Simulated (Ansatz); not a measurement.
**How far to go with the plane-wave cutoff: CaSiAu (P3m1, 3 atoms in the cell)**

```
CELL_PARAMETERS angstrom
      4.30595     0.00000     0.00000
     -2.15298     3.72906     0.00000
      0.00000     0.00000     3.92279
ATOMIC_POSITIONS crystal
  Ca 0.00000 0.00000 0.01275
  Si 0.66667 0.33333 0.50000
  Au 0.33333 0.66667 0.50000
```

Computed with LDA (PW92), default PAW files made with PBE (plane waves; Ansatz, a program for electronic structure).

Base settings: basis.ecutwfc = 420 eV; kpoints.mp_grid.grid = 9 9 9; hamiltonian.xc = lda; hamiltonian.pseudopotentials = {kind: paw} (the program's default PAW files); scf.occupations.method = fermi_dirac; scf.occupations.width = 0.1 eV.

The second cell is the first with its lattice scaled by 0.98.

The mesh stays at the base's, so the ladder's end is converged at best in this setting alone.

The first pressure column holds Ansatz's estimate of the finite-basis (Pulay) stress, which hides part of the cutoff error; the other is without it.

Only quantities that move along the ladder and can be compared are tabulated.

The count of work is k-points × plane waves × bands × iterations; it is no time. 

The starting cell comes from a database of computed structures (which also holds hypothetical and non-ambient phases and stackings), without a prior relaxation at this level. Its lattice was rescaled by up to half a per cent. One atom was moved a little off its site on purpose. In the base run, with a pressure of about -3 GPa the cell is away from its equilibrium volume at this level.

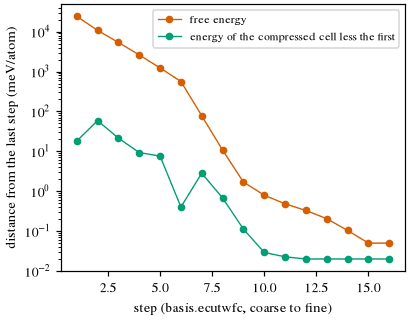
Distance from the last step along the ladder; very small values are drawn at a floor.

| basis.ecutwfc | free energy less the last step's (meV/atom) | energy of the compressed cell less the first (meV/atom) | pressure (GPa) | pressure without the Pulay estimate (GPa) | largest difference of a force vector from the last step's (eV/Å) | count of work / last |
|---|---|---|---|---|---|---|
| 145 eV | 24278.45 | 10.73 | -5.89 | -566.69 | 0.263 | 0.071 |
| 170 eV | 10758.09 | 51.45 | 3.49 | -312.95 | 0.056 | 0.082 |
| 190 eV | 5364.50 | 14.01 | -0.48 | -185.13 | 0.181 | 0.099 |
| 210 eV | 2608.60 | -16.68 | -3.62 | -106.11 | 0.076 | 0.092 |
| 230 eV | 1230.07 | -14.97 | -4.16 | -58.98 | 0.030 | 0.11 |
| 250 eV | 562.26 | -6.97 | -3.36 | -32.30 | 0.029 | 0.13 |
| 295 eV | 77.90 | -4.55 | -3.11 | -8.66 | 0.002 | 0.16 |
| 335 eV | 10.72 | -6.69 | -3.35 | -4.25 | 0.001 | 0.19 |
| 380 eV | 1.70 | -7.26 | -3.41 | -3.50 | 0.000 | 0.23 |
| 420 eV | 0.80 | -7.34 | -3.42 | -3.44 | 0.000 | 0.26 |
| 460 eV | 0.48 | -7.35 | -3.42 | -3.43 | 0.000 | 0.31 |
| 505 eV | 0.33 | -7.35 | -3.42 | -3.43 | 0.000 | 0.36 |
| 565 eV | 0.20 | -7.36 | -3.42 | -3.43 | 0.000 | 0.43 |
| 630 eV | 0.10 | -7.37 | -3.42 | -3.42 | 0.000 | 0.50 |
| 735 eV | 0.05 | -7.37 | -3.42 | -3.42 | 0.000 | 0.63 |
| 840 eV | 0.02 | -7.37 | -3.42 | -3.42 | 0.000 | 0.77 |
| 1010 eV | 0.00 | -7.37 | -3.42 | -3.42 | 0.000 | 1.0 |

Coarsest basis.ecutwfc that holds the pressure without the Pulay estimate within 0.2 GPa of the last step, with all finer ones: 380 eV, at 0.23 of the last step's count of work; the step before is off by 0.83 GPa.

Coarsest basis.ecutwfc that holds the pressure within 0.5 GPa of the last step, with all finer ones: 250 eV, at 0.13 of the last step's count of work; the step before is off by 0.74 GPa.

Coarsest basis.ecutwfc that holds the forces within 0.005 eV/Å of the last step, with all finer ones: 295 eV, at 0.16 of the last step's count of work; the step before is off by 0.029 eV/Å.

The energy difference between the two cells stays within 1 meV/atom of the last step's from 335 eV on, the total only from 420 eV on: much of the error is common to both cells and cancels.

At the lowest cutoff the pressure without the Pulay estimate lies 563 GPa under the last step's, the usual sign of Pulay stress in an incomplete plane-wave basis.

Keys are those of Ansatz 0.2.
